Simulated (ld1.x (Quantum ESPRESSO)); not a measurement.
# Fluorine: generating and testing a PAW potential

Task: generate the file, and judge it by its errors in other configurations, its logarithmic derivatives, its ghosts and its cutoff.

The numbers are computed with ld1.x (Quantum ESPRESSO) 7.5 (PBE, non-relativistic, spin-unpolarised reference atom).

### Step 1. Settings

The settings as typed:

| Item | Value |
| --- | --- |
| element | fluorine (F, Z = 9) |
| type | PAW |
| frozen core | [He] |
| valence charge | 7 |
| reference configuration | 2s1.75 2p5.25 |
| partial waves | 2s (bound): rcut 0.55, rcutus 0.80 bohr; 2s channel at -0.7 Ry: rcut 0.55, rcutus 0.80 bohr; 2p (bound): rcut 0.65, rcutus 0.85 bohr; 2p channel at 0.9 Ry: rcut 0.65, rcutus 0.85 bohr; 3d channel at 0.35 Ry: rcut 0.65, rcutus 0.80 bohr; 3d channel at 2.45 Ry: rcut 0.65, rcutus 0.80 bohr |
| local potential | all-electron potential smoothed inside 0.75 bohr (lloc = -1) |
| core correction | Bessel-smoothed model core inside 0.50 bohr |
| augmentation charge | BESSEL, radius 0.50 bohr |

### Step 2. Generation

Contents of F.in:

```
 &input
   title='F', zed=9., rel=0, dft='PBE', iswitch=3,
   config='[He] 2s1.75 2p5.25 3d-2',
   nld=3, rlderiv=0.95, eminld=-4.0, emaxld=5.0, deld=0.02
 /
 &inputp
   pseudotype=3, lpaw=.true., tm=.true., lloc=-1, rcloc=0.75,
   nlcc=.true., new_core_ps=.true., rcore=0.50,
   which_augfun='BESSEL', rmatch_augfun=0.50,
   file_pseudopw='F.UPF', file_wfcaegen='ae.wfc', file_wfcncgen='nc.wfc', file_beta='beta', file_chi='chi', file_wfcusgen='us.wfc'
 /
6
2S  1  0   1.75   0.00  0.55  0.80  0.0
2S  1  0   0.00  -0.70  0.55  0.80  0.0
2P  2  1   5.25   0.00  0.65  0.85  0.0
2P  2  1   0.00   0.90  0.65  0.85  0.0
3D  3  2  -2.00   0.35  0.65  0.80  0.0
3D  3  2  -2.00   2.45  0.65  0.80  0.0
 &test
   configts(1)='2s1.75 2p5.25'
 /
```

Command:

```sh
$ ld1.x < F.in > F.out
```

Output in F.out (without the banner and most projector matrices):

```text
     Program LD1 v.7.5
     --------------------------- All-electron run ----------------------------

     F

     atomic number is  9.00
     dft =PBE   lsd =0 sic =0 latt =0  beta=0.20 tr2=1.0E-14
     Exchange-correlation= PBE
                           (   1   4   3   4   0   0   0)
     mesh =1105 r(mesh) =  99.76081 a.u. xmin = -7.00 dx = 0.01250
     1 Ry =  13.60569312 eV

     n l     nl                  e(Ry)          e(Ha)          e(eV)
     1 0     1S 1( 2.00)       -48.7148       -24.3574      -662.7992
     2 0     2S 1( 1.75)        -2.2006        -1.1003       -29.9405
     2 1     2P 1( 5.25)        -0.8253        -0.4127       -11.2294

     final scf error:  8.7E-15 reached in  34 iterations

     Etot =    -198.958464 Ry,     -99.479232 Ha,   -2706.967800 eV

     Ekin =     198.446881 Ry,      99.223440 Ha,    2700.007359 eV
     Encl =    -476.211204 Ry,    -238.105602 Ha,   -6479.183504 eV
     Eh   =      99.171698 Ry,      49.585849 Ha,    1349.299685 eV
     Exc  =     -20.365838 Ry,     -10.182919 Ha,    -277.091339 eV

     normalization and overlap integrals

     s(1S/1S) =  1.000000  <r> =   0.1765  <r2> =    0.0421  r(max) =   0.1139
     s(2S/2S) =  1.000000  <r> =   1.0046  <r2> =    1.2307  r(max) =   0.7617
     s(2P/2P) =  1.000000  <r> =   1.1038  <r2> =    1.6331  r(max) =   0.7066

     ------------------------ End of All-electron run ------------------------

     --------------------- Generating PAW atomic setup --------------------

      Generating local potential from pseudized AE potential:
      Matching radius rcloc =   0.7500

      Local pseudo, rcloc= 0.743 Estimated cut-off energy=    43.95 Ry

      Computing core charge for nlcc:

       r > 0.50 : true rho core
      Core charge pseudized with two Bessel functions
      Integrated core pseudo-charge :   0.46
      Wfc-us  2S rcutus= 0.801  Estimated cut-off energy=    69.96 Ry
      Wfc-us  2S rcutus= 0.801  Estimated cut-off energy=    72.80 Ry
      Wfc-us  2P rcutus= 0.842  Estimated cut-off energy=   107.06 Ry
      Wfc-us  2P rcutus= 0.842  Estimated cut-off energy=   112.24 Ry
      Wfc-us  3D rcutus= 0.801  Estimated cut-off energy=   158.38 Ry
      Wfc-us  3D rcutus= 0.801  Estimated cut-off energy=   160.19 Ry

     Required augmentation: BESSEL   radius:    0.500000
     Suggested rho cutoff for augmentation: 390.51 Ry

     Estimated PAW energy =  -58.688476 Ryd

     The PAW screened D coefficients
     3.05777     2.57986     0.00000     0.00000     0.00000     0.00000
     2.57986     2.17737     0.00000     0.00000     0.00000     0.00000
     0.00000     0.00000    -0.81106    -0.65547     0.00000     0.00000
     0.00000     0.00000    -0.65547    -0.52351     0.00000     0.00000
     0.00000     0.00000     0.00000     0.00000    -0.07244    -0.07973
     0.00000     0.00000     0.00000     0.00000    -0.07973    -0.08659

     The PAW descreened D coefficients (US)
     1.30227     1.08197     0.00000     0.00000     0.00000     0.00000
     1.08197     0.89913     0.00000     0.00000     0.00000     0.00000
     0.00000     0.00000     0.19032     0.23215     0.00000     0.00000
     0.00000     0.00000     0.23215     0.25986     0.00000     0.00000
     0.00000     0.00000     0.00000     0.00000    -0.15383    -0.15864
     0.00000     0.00000     0.00000     0.00000    -0.15864    -0.16267

     ------------------- End of pseudopotential generation -------------------

     [... the all-electron block is printed once more ...]


     Computing logarithmic derivative in   0.94795
     Computing logarithmic derivative in   0.94795
     Computing the partial wave expansion
     R is outside the sphere for l=    0 j= 0.00
     R is outside the sphere for l=    0 j= 0.00
     R is outside the sphere for l=    1 j= 0.00
     R is outside the sphere for l=    1 j= 0.00
     R is outside the sphere for l=    2 j= 0.00
     R is outside the sphere for l=    2 j= 0.00

     ---------------------- Testing the pseudopotential ----------------------

     F

     atomic number is  9.00   valence charge is  7.00
     dft = SLA  PW   PBX  PBC   lsd =0 sic =0 latt =0  beta=0.20 tr2=1.0E-14
     mesh =1105 r(mesh) =  99.76081 xmin = -7.00 dx = 0.01250

     n l     nl             e AE (Ry)        e PS (Ry)    De AE-PS (Ry)
     1 0     2S   1( 1.75)       -2.20058       -2.20058        0.00000
     2 1     2P   1( 5.25)       -0.82535       -0.82535        0.00000

     eps = 3.6E-21  iter =  1

     Etot =    -198.958464 Ry,     -99.479232 Ha,   -2706.967800 eV
     Etotps =   -58.688476 Ry,     -29.344238 Ha,    -798.497395 eV

     Ekin =      49.946755 Ry,      24.973377 Ha,     679.560218 eV
     Encl =    -130.638889 Ry,     -65.319444 Ha,   -1777.432631 eV
     Ehrt =      42.369496 Ry,      21.184748 Ha,     576.466357 eV
     Ecxc =     -20.365838 Ry,     -10.182919 Ha,    -277.091339 eV
     (Ecc =      -0.931709 Ry,      -0.465854 Ha,     -12.676542 eV)

     ---------------------- End of pseudopotential test ----------------------
```

It took 1.6 s on 1 thread, shared host. This counts the later configuration tests of the new file too.

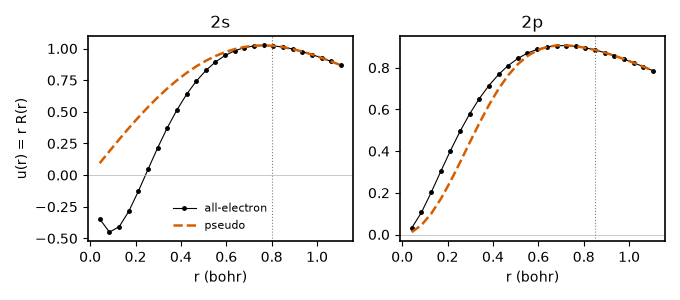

Bound waves of the atom and their pseudo partners (2s, 2p), with the matching radii dotted. The curves join 26 sampled radii.

### Step 3. Testing the new file in other configurations

Contents of F.test.in:

```
 &input
   title='F', zed=9., rel=0, dft='PBE', iswitch=2,
   config='[He] 2s1.75 2p5.25 3d-2'
 /
 &test
   file_pseudo='F.UPF', nconf=8,
   configts(1)='2s1.75 2p5.25',
   configts(2)='2s2 2p5',
   configts(3)='2s2 2p4',
   configts(4)='2s2 2p3',
   configts(5)='2s2 2p4.5',
   configts(6)='2s2 2p1',
   configts(7)='2s1 2p6',
   configts(8)='2s1 2p5'
 /
```

Command:

```sh
$ ld1.x < F.test.in > F.test.out
```

F.test.out, the pseudopotential blocks:

```text
     ---------------------- Testing the pseudopotential ----------------------

     F

     atomic number is  9.00   valence charge is  7.00
     dft =SLA  PW   PBX  PBC   lsd =0 sic =0 latt =0  beta=0.20 tr2=1.0E-14
     mesh =1105 r(mesh) =  99.76081 xmin = -7.00 dx = 0.01250

     n l     nl             e AE (Ry)        e PS (Ry)    De AE-PS (Ry)
     1 0     2S   1( 1.75)       -2.20058       -2.20058       -0.00000
     2 1     2P   1( 5.25)       -0.82535       -0.82535       -0.00000

     eps = 8.7E-20  iter =  1

     Etot =    -198.958464 Ry,     -99.479232 Ha,   -2706.967800 eV
     Etotps =   -58.688476 Ry,     -29.344238 Ha,    -798.497395 eV

     Ekin =      49.946755 Ry,      24.973377 Ha,     679.560218 eV
     Encl =    -130.638889 Ry,     -65.319444 Ha,   -1777.432631 eV
     Ehrt =      42.369496 Ry,      21.184748 Ha,     576.466357 eV
     Ecxc =     -20.365838 Ry,     -10.182919 Ha,    -277.091339 eV
     (Ecc =      -0.931709 Ry,      -0.465854 Ha,     -12.676542 eV)

     ---------------------- End of pseudopotential test ----------------------

     ---------------------- Testing the pseudopotential ----------------------

     F

     [...]
     n l     nl             e AE (Ry)        e PS (Ry)    De AE-PS (Ry)
     1 0     2S   1( 2.00)       -2.19171       -2.19171       -0.00001
     2 1     2P   1( 5.00)       -0.81742       -0.81741       -0.00000

     eps = 3.7E-16  iter =  7

     Etot =    -199.302160 Ry,     -99.651080 Ha,   -2711.644031 eV
     Etotps =   -59.032168 Ry,     -29.516084 Ha,    -803.173560 eV
     dEtot_ae =      -0.343697 Ry
     dEtot_ps =      -0.343692 Ry,   Delta E=      -0.000005 Ry

     [...]
     ---------------------- End of pseudopotential test ----------------------

     ---------------------- Testing the pseudopotential ----------------------

     F

     [...]
     n l     nl             e AE (Ry)        e PS (Ry)    De AE-PS (Ry)
     1 0     2S   1( 2.00)       -3.47653       -3.47655        0.00002
     2 1     2P   1( 4.00)       -2.08137       -2.08137       -0.00000

     eps = 2.8E-15  iter =  9

     Etot =    -197.876168 Ry,     -98.938084 Ha,   -2692.242422 eV
     Etotps =   -57.606179 Ry,     -28.803089 Ha,    -783.771988 eV
     dEtot_ae =       1.082295 Ry
     dEtot_ps =       1.082297 Ry,   Delta E=      -0.000002 Ry

     [...]
     ---------------------- End of pseudopotential test ----------------------

     ---------------------- Testing the pseudopotential ----------------------

     F

     [...]
     n l     nl             e AE (Ry)        e PS (Ry)    De AE-PS (Ry)
     1 0     2S   1( 2.00)       -4.99000       -4.99016        0.00016
     2 1     2P   1( 3.00)       -3.60211       -3.60219        0.00008

     eps = 6.8E-15  iter =  7

     Etot =    -195.054202 Ry,     -97.527101 Ha,   -2653.847612 eV
     Etotps =   -54.784179 Ry,     -27.392090 Ha,    -745.376728 eV
     dEtot_ae =       3.904262 Ry
     dEtot_ps =       3.904297 Ry,   Delta E=      -0.000035 Ry

     [...]
     ---------------------- End of pseudopotential test ----------------------

     ---------------------- Testing the pseudopotential ----------------------

     F

     [...]
     n l     nl             e AE (Ry)        e PS (Ry)    De AE-PS (Ry)
     1 0     2S   1( 2.00)       -2.80207       -2.80207       -0.00000
     2 1     2P   1( 4.50)       -1.41432       -1.41431       -0.00001

     eps = 5.6E-15  iter = 11

     Etot =    -198.747331 Ry,     -99.373666 Ha,   -2704.095195 eV
     Etotps =   -58.477339 Ry,     -29.238670 Ha,    -795.624734 eV
     dEtot_ae =       0.211133 Ry
     dEtot_ps =       0.211137 Ry,   Delta E=      -0.000004 Ry

     [...]
     ---------------------- End of pseudopotential test ----------------------
```

3 tests gave no usable energy difference (2s2 2p1; 2s1 2p6; 2s1 2p5); the test run stopped with "negative rho".

Excitation and ionisation energies from 2s1.75 2p5.25, with the error of the potential. The frozen-core shift comes from a second all-electron run, not shown, with the core orbitals held at their reference shape; it is that run's ΔE less the relaxed one.

```tsv
valence configuration	charge	ΔE all-electron (eV)	error AE − PS (meV)	frozen-core shift (meV)
2s2 2p5	0	-4.676	-0.1	0.0
2s2 2p4	+1	14.725	0.0	+0.1
2s2 2p3	+2	53.120	-0.5	+0.8
2s2 2p4.5	+0.5	2.873	-0.1	0.0
```

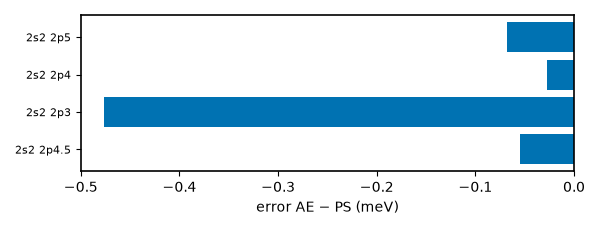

Error of the potential in each test configuration.

### Step 4. Logarithmic derivatives

Taken from the files of the generation run. The phase is arctan(r·u′/u) with u = r·R, unwrapped, with energies in Ry. A pole is an energy at which the radial function vanishes at the test radius. The pseudo phase is shifted by a multiple of π to meet the all-electron one at the reference energy. Levels narrower than the energy grid can be missing from the poles. The last column is the largest difference on the grid between −1 and +1 Ry.

```tsv
channel	radius (bohr)	reference (Ry)	poles AE	poles PS	window around the reference with phases within 0.05 rad (Ry)	largest difference near zero (rad)
s	0.95	-2.20	none	none	the whole range	0.000
p	0.95	-0.83	none	none	the whole range	0.000
d	0.95	0.35	none	none	the whole range	0.000
```

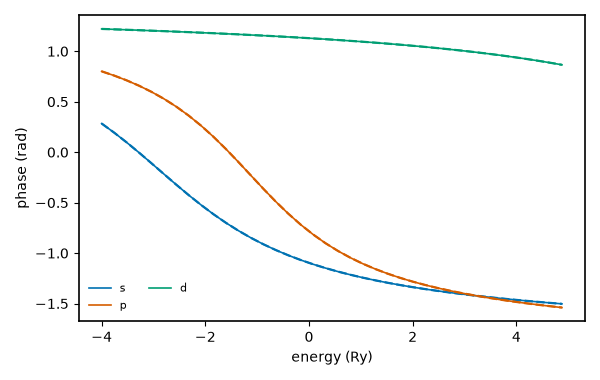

Phases by channel: all-electron solid, pseudo dashed.

### Step 5. Cutoff and ghost test in a Bessel basis

A separate test, outside the generator: the pseudo-atom's Hamiltonian at the reference potential is diagonalised in spherical Bessel functions j_l(qr) that vanish at 20 bohr, with q² up to the cutoff.

All-electron valence levels (Ry): 2s -2.2006, 2p -0.8254. The lowest levels of each channel (Ry) by cutoff; the last column sums, over occupied levels, occupation times the distance from the level at 400 Ry. A positive value at high cutoff is not a bound level.

```
cutoff (Ry)     s #1     p #1    d #1    f #1  Σ f·Δε (mRy)
          8  -1.9908  -0.0117  0.0803  0.1209        4640.2
         15  -2.1705  -0.1314  0.0803  0.1209        3697.3
         30  -2.1999  -0.4431  0.0803  0.1209        2009.2
         45  -2.2002  -0.6750  0.0803  0.1209         791.2
         70  -2.2005  -0.8010  0.0803  0.1209         129.3
        100  -2.2006  -0.8244  0.0803  0.1209           6.4
        160  -2.2008  -0.8253  0.0803  0.1209           1.2
        180  -2.2008  -0.8254  0.0803  0.1209           0.7
        230  -2.2008  -0.8255  0.0803  0.1209           0.1
        400  -2.2008  -0.8255  0.0803  0.1209           0.0
```

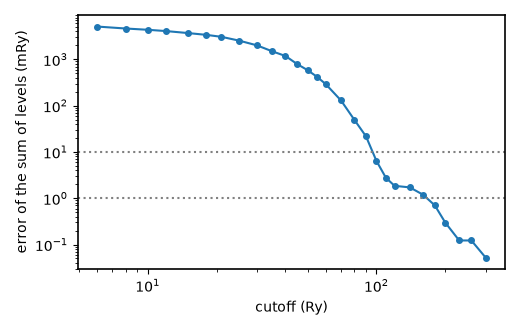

Occupation-weighted error of the valence levels against the cutoff; the dotted lines mark 10 and 1 mRy.

The sum stays within 10 mRy from 100 Ry and within 1 mRy from 180 Ry. The sum leaves out empty levels, which can need more. Ghost test: no level below the all-electron spectrum of its channel (s, p, d, f tested).

### Step 6. Outcome

```
                                                quantity                                     value
               cutoffs for 10 and 1 mRy, occupied levels                         100 Ry and 180 Ry
                                            bound ghosts                                none found
                            largest test error (AE − PS)  -0.5 meV, for 2s2 2p3 (3 tests unsolved)
largest phase difference near zero energy, channels read                                 0.000 rad
         lowest eigenvalue of the overlap (Bessel basis)                                 0.532 (s)
```

**Reading.** The worst unpolarised test, 2s2 2p3, is off by 0.5 meV on 53.1 eV; by total energies transferability rates as very good where solved. The test run broke off, so later configurations gave nothing; the verdict rests on few tests. By its cutoff, 100 Ry for the looser tolerance, it is hard. The slowest occupied level is 2p: taken alone it needs 110 Ry to come within 1 mRy, against 30 Ry for 2s. The Bessel-basis test finds no level below the valence levels. Near zero energy the phases of the channels with partial waves agree within 0.001 rad. These are tests on the free atom; a crystal test is still owed.
